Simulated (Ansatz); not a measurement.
## C3H8N2Si: nudged elastic band

System: C3H8N2Si.
Method: RKS B3LYP-D4/STO-3G (Ansatz 0.2.0).

One setting was made poor on purpose. It belongs to a series of runs on one base structure; here: band between the two ends.

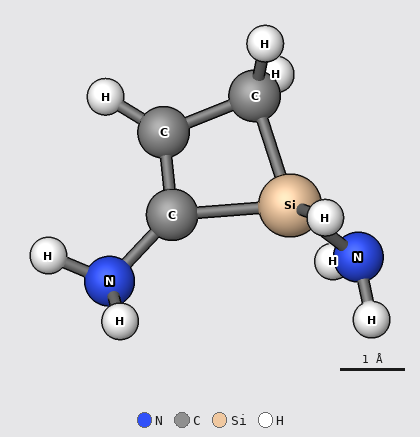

*The input geometry (ball-and-stick view, seen at a tilt).*

### The input
```yaml
crystal:
  periodic: [false, false, false]
  atoms:
    - { symbol: "N", position_ang: [0.443013, 0.324407, -2.231782] }
    - { symbol: C, position_ang: [0.480664, 0.047906, -0.816555] }
    - { symbol: C, position_ang: [1.091364, -0.965847, -0.148532] }
    - { symbol: C, position_ang: [0.620235, -0.833292, 1.32037] }
    - { symbol: Si, position_ang: [-0.379833, 0.66017, 0.730748] }
    - { symbol: "N", position_ang: [-2.120043, 0.534418, 0.933621] }
    - { symbol: H, position_ang: [0.478917, 1.362124, -2.408009] }
    - { symbol: H, position_ang: [1.284355, -0.090394, -2.711995] }
    - { symbol: H, position_ang: [1.779359, -1.731197, -0.533242] }
    - { symbol: H, position_ang: [1.432274, -0.648671, 2.042037] }
    - { symbol: H, position_ang: [0.035451, -1.695172, 1.681042] }
    - { symbol: H, position_ang: [-0.003677, 1.984045, 1.184725] }
    - { symbol: H, position_ang: [-2.518428, -0.319703, 0.476115] }
    - { symbol: H, position_ang: [-2.63665, 1.342007, 0.510158] }
basis:
  gaussian: { orbitals: STO-3G }
hamiltonian:
  xc: b3lyp
  dispersion: d4
neb:
  order_check: false
  images: 7
  f_tol: 0.03
  max_iterations: 60
  initial_path: idpp
  spring: 0.1
  final_atoms:
    - { symbol: "N", position_ang: [0.5366243, 0.35814257, -2.26555031] }
    - { symbol: C, position_ang: [0.5079944, 0.05636711, -0.85893758] }
    - { symbol: C, position_ang: [1.09197648, -0.96546099, -0.17720125] }
    - { symbol: C, position_ang: [0.55365765, -0.857076, 1.2688738] }
    - { symbol: Si, position_ang: [-0.39737855, 0.67026458, 0.6482678] }
    - { symbol: "N", position_ang: [-2.14857963, 0.71554636, 0.54206644] }
    - { symbol: H, position_ang: [0.51525081, 1.39666324, -2.43069944] }
    - { symbol: H, position_ang: [1.41612147, -0.00929196, -2.71284092] }
    - { symbol: H, position_ang: [1.79785493, -1.72300469, -0.54403309] }
    - { symbol: H, position_ang: [1.33128152, -0.69499553, 2.03314649] }
    - { symbol: H, position_ang: [-0.05282399, -1.72316165, 1.58154446] }
    - { symbol: H, position_ang: [0.01075192, 1.94505099, 1.20398706] }
    - { symbol: H, position_ang: [-2.6043037, 1.01354002, 1.43683358] }
    - { symbol: H, position_ang: [-2.57142663, -0.21178304, 0.30324398] }
```

Machine: 1 thread of Arm Neoverse V1, 24 GiB of memory available, shared host.

Run as:
```bash
ansatz run input.yaml --threads 1 --pin off --max-ram 2048MiB --backend cpu --events-out ev --progress --plain --runs-dir out
```

### Output
```
Engine: ansatz 0.2.0, aarch64-unknown-linux-gnu
Functional definition: B3LYP
  parameter a0 = 0.2
  parameter ax = 0.72
  parameter ac = 0.81
  exchange = (1 - a0 - ax)*slater_x + ax*b88_x + a0*exact_x
  correlation = (1 - ac)*vwn_rpa_c + ac*lyp_c
612 factors; integrals over basis functions are off by at most 1.4e-5 eV
mean field evaluation 1: about -13926.8808 eV, gradient 2.5e1 eV
mean field evaluation 2: about -13926.8965 eV, gradient 2.6e1 eV
mean field evaluation 4: about -13928.8033 eV, gradient 1.9e0 eV
mean field evaluation 8: about -13928.7253 eV, gradient 3.4e-2 eV
mean field -13928.72530135 eV, -511.8712135956 hartree, gradient 3.1e-5 eV, S^2 0.000000; 0 other end points of the search recorded, 0 dependent functions left out
the calculation of the forces begins
reference -13928.72552890 eV, -511.8712219577 hartree; 27, 27 occupied and 15, 15 virtual orbitals, 612 factors
612 factors; integrals over basis functions are off by at most 3.3e-5 eV
mean field evaluation 16: about -13926.8620 eV, gradient 2.5e1 eV
mean field -13928.70565683 eV, -511.8704916727 hartree, gradient 2.7e-5 eV, S^2 0.000000; 0 other end points of the search recorded, 0 dependent functions left out
[... from here on the field's lines of each further geometry are left out, up to the last ...]
NEB iter   1: max|band force component| = 1.501e0 eV/Å  barrier→ = 0.2612 eV  barrier← = 0.2419 eV  Δτ_max = 0.1196 Å  (212 SCF iters)
NEB iter   2: max|band force component| = 6.032e-1 eV/Å  barrier→ = 0.1615 eV  barrier← = 0.1423 eV  Δτ_max = 0.0801 Å  (187 SCF iters)
NEB iter   3: max|band force component| = 3.126e-1 eV/Å  barrier→ = 0.1473 eV  barrier← = 0.1280 eV  CI = image 4  Δτ_max = 0.0633 Å  (186 SCF iters)
NEB iter   4: max|band force component| = 2.505e-1 eV/Å  barrier→ = 0.1399 eV  barrier← = 0.1206 eV  CI = image 4  Δτ_max = 0.0457 Å  (191 SCF iters)
NEB iter   5: max|band force component| = 1.596e-1 eV/Å  barrier→ = 0.1367 eV  barrier← = 0.1175 eV  CI = image 4  Δτ_max = 0.0200 Å  (192 SCF iters)
the calculation of the forces begins
reference -13928.69061164 eV, -511.8699387723 hartree; 27, 27 occupied and 15, 15 virtual orbitals, 612 factors
613 factors; integrals over basis functions are off by at most 3.0e-5 eV
mean field evaluation 480: about -13928.6763 eV, gradient 7.2e-2 eV
mean field -13928.58823807 eV, -511.8661766131 hartree, gradient 8.6e-6 eV, S^2 0.000000; 1 other end points of the search recorded, 0 dependent functions left out
the calculation of the forces begins
reference -13928.58846292 eV, -511.8661848761 hartree; 27, 27 occupied and 15, 15 virtual orbitals, 613 factors
NEB iter   6: max|band force component| = 2.524e-2 eV/Å  barrier→ = 0.1354 eV  barrier← = 0.1161 eV  CI = image 4  Δτ_max = 0.0000 Å  (346 SCF iters)
```

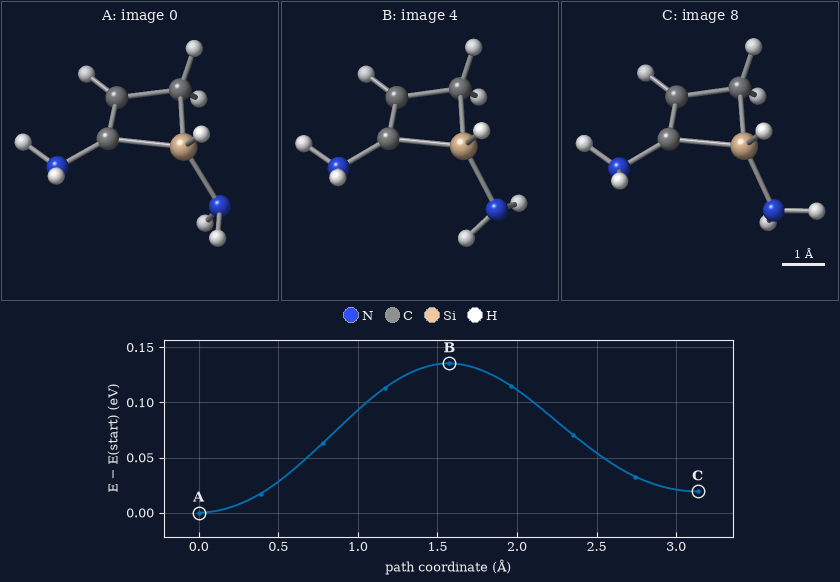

*Images of the last band (counted from 0; ball-and-stick, seen at a tilt) above the energy along the path; the line is a cubic interpolation that uses the forces.*

The highest image is number 4, 0.135 eV above the start and 0.116 eV above the end (the climbing image); the end lies 0.019 eV above the start. The path is 3.14 Å long. The band converged in 6 iterations.

```
Total energy: -13929.10570732 eV, -511.8851932570 hartree
Atom 0 at     0.493439     0.697126    -2.142908 Å, force    -0.001326    -0.001850    -0.004180 eV/Å
Atom 1 at     0.490616     0.203577    -0.790171 Å, force     0.006794    -0.001860    -0.013007 eV/Å
Atom 2 at     1.026215    -0.935254    -0.275433 Å, force     0.004864     0.007567     0.001954 eV/Å
Atom 3 at     0.534253    -0.994249     1.192471 Å, force     0.009530     0.006499    -0.008279 eV/Å
Atom 4 at    -0.361978     0.632096     0.809856 Å, force    -0.012175    -0.007855     0.008022 eV/Å
Atom 5 at    -2.149875     0.662364     0.841884 Å, force     0.002494     0.002143     0.016541 eV/Å
Atom 6 at     0.581436     1.745936    -2.160190 Å, force    -0.000611     0.001098     0.000801 eV/Å
Atom 7 at     1.315574     0.313341    -2.677860 Å, force     0.002203    -0.001143     0.000710 eV/Å
Atom 8 at     1.673902    -1.675726    -0.765107 Å, force    -0.002206    -0.001573     0.002055 eV/Å
Atom 9 at     1.341806    -0.962851     1.941477 Å, force     0.000897    -0.001945     0.001444 eV/Å
Atom 10 at    -0.101029    -1.867732     1.413011 Å, force    -0.003552     0.000264     0.002273 eV/Å
Atom 11 at     0.136476     1.811770     1.491281 Å, force     0.003291    -0.001236     0.000028 eV/Å
Atom 12 at    -2.489079    -0.226450     1.296559 Å, force    -0.015252     0.008512    -0.013569 eV/Å
Atom 13 at    -2.504755     0.566853    -0.146168 Å, force     0.005048    -0.008622     0.005206 eV/Å
Dipole moment:     0.198014     0.015893    -0.134538 e Å
this run last wrote the band of iteration 6 to [file]
```

### The last band as extended XYZ (Å, eV, eV/Å)
```
14
Properties=species:S:1:pos:R:3:forces:R:3 image=0 energy=-13929.24086
N     0.4430    0.3244   -2.2318   -0.0022   0.0012   0.0087
C     0.4807    0.0479   -0.8166   -0.0058   0.0015  -0.0018
C     1.0914   -0.9658   -0.1485    0.0087   0.0017  -0.0036
C     0.6202   -0.8333    1.3204   -0.0010   0.0026   0.0090
Si   -0.3798    0.6602    0.7307   -0.0058  -0.0058  -0.0022
N    -2.1200    0.5344    0.9336    0.0009  -0.0006  -0.0106
H     0.4789    1.3621   -2.4080    0.0023   0.0027  -0.0067
H     1.2844   -0.0904   -2.7120    0.0024  -0.0008  -0.0038
H     1.7794   -1.7312   -0.5332   -0.0005  -0.0015  -0.0004
H     1.4323   -0.6487    2.0420    0.0024  -0.0020   0.0006
H     0.0355   -1.6952    1.6810   -0.0023   0.0022   0.0008
H    -0.0037    1.9840    1.1847    0.0007  -0.0039  -0.0003
H    -2.5184   -0.3197    0.4761   -0.0003   0.0025   0.0045
H    -2.6366    1.3420    0.5102    0.0004   0.0002   0.0057
14
Properties=species:S:1:pos:R:3:forces:R:3 image=1 energy=-13929.22352
N     0.4559    0.4304   -2.2142   -0.0008  -0.0050  -0.0017
C     0.4817    0.0927   -0.8128    0.0012  -0.0003  -0.0015
C     1.0567   -0.9657   -0.1831    0.0066   0.0054   0.0023
C     0.5938   -0.8665    1.2923    0.0107  -0.0049   0.0013
Si   -0.3650    0.6706    0.7534    0.0129  -0.0025  -0.0006
N    -2.1105    0.5473    0.9574   -0.0237  -0.0175   0.0083
H     0.5227    1.4734   -2.3453   -0.0023  -0.0073  -0.0046
H     1.2842    0.0119   -2.7132    0.0022  -0.0071   0.0013
H     1.7160   -1.7417   -0.5956    0.0048  -0.0003   0.0027
H     1.4136   -0.7306    2.0156    0.0056   0.0056   0.0028
H    -0.0161   -1.7215    1.6277    0.0075   0.0026   0.0047
H     0.0375    1.9778    1.2340   -0.0087  -0.0068  -0.0077
H    -2.4528   -0.4080    0.6911   -0.0106  -0.0021  -0.0535
H    -2.6309    1.2007    0.3214   -0.0055   0.0403   0.0464
14
Properties=species:S:1:pos:R:3:forces:R:3 image=2 energy=-13929.17792
N     0.4665    0.5264   -2.1919   -0.0029  -0.0090  -0.0044
C     0.4815    0.1316   -0.8063   -0.0023   0.0022   0.0033
C     1.0386   -0.9575   -0.2139    0.0060   0.0046   0.0047
C     0.5690   -0.9068    1.2626    0.0160  -0.0044  -0.0014
Si   -0.3596    0.6662    0.7754    0.0036  -0.0013  -0.0040
N    -2.1217    0.5824    0.9506   -0.0177  -0.0388   0.0207
H     0.5436    1.5730   -2.2808   -0.0013  -0.0083  -0.0049
H     1.2911    0.1190   -2.7057    0.0033  -0.0099   0.0015
H     1.6895   -1.7266   -0.6520    0.0033  -0.0036   0.0052
H     1.3869   -0.8125    1.9945    0.0075   0.0075   0.0045
H    -0.0560   -1.7650    1.5605    0.0069   0.0063   0.0092
H     0.0880    1.9403    1.3042   -0.0120  -0.0020  -0.0150
H    -2.4289   -0.4220    0.9075   -0.0047  -0.0213  -0.0798
H    -2.6015    1.0224    0.1240   -0.0057   0.0780   0.0604
14
Properties=species:S:1:pos:R:3:forces:R:3 image=3 energy=-13929.12739
N     0.4786    0.6153   -2.1678   -0.0047  -0.0075  -0.0062
C     0.4837    0.1684   -0.7985   -0.0005   0.0018  -0.0017
C     1.0298   -0.9462   -0.2445    0.0049   0.0060   0.0066
C     0.5493   -0.9501    1.2293    0.0134   0.0020  -0.0069
Si   -0.3601    0.6520    0.7945   -0.0033  -0.0062   0.0011
N    -2.1397    0.6257    0.9105   -0.0051  -0.0256   0.0337
H     0.5620    1.6637   -2.2188   -0.0009  -0.0046  -0.0022
H     1.3017    0.2200   -2.6929    0.0025  -0.0073   0.0014
H     1.6796   -1.7013   -0.7082   -0.0003  -0.0036   0.0055
H     1.3624   -0.8897    1.9701    0.0045   0.0042   0.0044
H    -0.0829   -1.8158    1.4876    0.0011   0.0055   0.0090
H     0.1247    1.8810    1.3932   -0.0017   0.0034  -0.0127
H    -2.4459   -0.3612    1.1142   -0.0062  -0.0297  -0.0604
H    -2.5562    0.8089   -0.0400   -0.0038   0.0617   0.0284
14
Properties=species:S:1:pos:R:3:forces:R:3 image=5 energy=-13929.12585
N     0.5140    0.7730   -2.1181    0.0031   0.0024  -0.0023
C     0.5017    0.2337   -0.7834    0.0099  -0.0025  -0.0216
C     1.0274   -0.9273   -0.3084    0.0073   0.0069  -0.0037
C     0.5238   -1.0408    1.1512    0.0057   0.0057  -0.0067
Si   -0.3651    0.6044    0.8205   -0.0138  -0.0078   0.0124
N    -2.1466    0.6775    0.7677    0.0008   0.0147  -0.0128
H     0.6013    1.8217   -2.1014   -0.0009   0.0046   0.0036
H     1.3382    0.4051   -2.6608    0.0045   0.0048   0.0005
H     1.6735   -1.6520   -0.8232   -0.0010   0.0006  -0.0013
H     1.3253   -1.0361    1.9076   -0.0016  -0.0066  -0.0023
H    -0.1124   -1.9218    1.3349   -0.0046  -0.0047  -0.0052
H     0.1196    1.7389    1.5834    0.0012  -0.0081   0.0112
H    -2.5435   -0.0381    1.4319   -0.0207   0.0556   0.0272
H    -2.4699    0.3325   -0.1732    0.0102  -0.0656   0.0011
14
Properties=species:S:1:pos:R:3:forces:R:3 image=6 energy=-13929.17019
N     0.5425    0.8464   -2.0918    0.0059   0.0032  -0.0034
C     0.5161    0.2585   -0.7783    0.0096  -0.0039  -0.0192
C     1.0340   -0.9217   -0.3433    0.0094   0.0047  -0.0073
C     0.5156   -1.0907    1.1048    0.0003   0.0021  -0.0033
Si   -0.3710    0.5680    0.8264   -0.0072  -0.0105   0.0114
N    -2.1366    0.6677    0.7001   -0.0023   0.0136  -0.0268
H     0.6216    1.8941   -2.0376   -0.0015   0.0044   0.0050
H     1.3737    0.5018   -2.6388    0.0087   0.0084   0.0015
H     1.6817   -1.6281   -0.8807    0.0039   0.0016  -0.0024
H     1.3091   -1.1139    1.8696   -0.0023  -0.0075  -0.0045
H    -0.1213   -1.9785    1.2493   -0.0019  -0.0072  -0.0095
H     0.0810    1.6635    1.6622   -0.0071  -0.0083   0.0084
H    -2.5968    0.1913    1.5176   -0.0170   0.0743   0.0310
H    -2.4626    0.1125   -0.1306    0.0015  -0.0749   0.0190
14
Properties=species:S:1:pos:R:3:forces:R:3 image=7 energy=-13929.20812
N     0.5821    0.9137   -2.0678    0.0041   0.0019  -0.0051
C     0.5311    0.2751   -0.7794    0.0045  -0.0039  -0.0088
C     1.0510   -0.9162   -0.3782    0.0072   0.0024  -0.0054
C     0.5061   -1.1433    1.0517   -0.0033  -0.0010  -0.0015
Si   -0.3850    0.5221    0.8208   -0.0001  -0.0069   0.0057
N    -2.1358    0.6362    0.6591   -0.0055   0.0023  -0.0159
H     0.6360    1.9598   -1.9719   -0.0015   0.0019   0.0030
H     1.4333    0.6072   -2.6063    0.0096   0.0063   0.0028
H     1.7153   -1.5966   -0.9283    0.0071   0.0020  -0.0001
H     1.2847   -1.1951    1.8305   -0.0028  -0.0044  -0.0030
H    -0.1300   -2.0383    1.1488    0.0000  -0.0050  -0.0078
H     0.0338    1.5902    1.7071   -0.0064  -0.0035  -0.0012
H    -2.6327    0.4316    1.5607   -0.0052   0.0452   0.0147
H    -2.5029   -0.0756   -0.0181   -0.0078  -0.0374   0.0226
14
Properties=species:S:1:pos:R:3:forces:R:3 image=8 energy=-13929.22160
N     0.5877    0.5455   -2.2148   -0.0020  -0.0009   0.0020
C     0.5252    0.1194   -0.8418    0.0000   0.0042  -0.0019
C     1.0695   -0.9754   -0.2459   -0.0053  -0.0028  -0.0024
C     0.5076   -0.9825    1.1952    0.0078   0.0003   0.0034
Si   -0.3916    0.6202    0.6999   -0.0023  -0.0037  -0.0046
N    -2.1387    0.7233    0.5701    0.0028  -0.0021   0.0027
H     0.5966    1.5948   -2.2858    0.0011   0.0027  -0.0016
H     1.4654    0.1955   -2.6793    0.0023  -0.0007  -0.0014
H     1.7620   -1.7161   -0.6683   -0.0008   0.0008   0.0005
H     1.2749   -0.9114    1.9834    0.0000  -0.0013   0.0036
H    -0.1270   -1.8561    1.4185    0.0001   0.0018   0.0004
H     0.0394    1.8281    1.3750    0.0001  -0.0009   0.0011
H    -2.6030    0.9522    1.4807   -0.0030   0.0006  -0.0026
H    -2.5812   -0.1667    0.2417   -0.0007   0.0020   0.0008
```

### Key numbers

| quantity | value |
| --- | --- |
| outcome | converged |
| barrier, forward | 0.135 eV |
| barrier, backward | 0.116 eV |
| wall time | 2.7 min |
| peak memory | 0.12 GiB |

A deliberately poor setting: spring. The order of the saddle point was not checked.
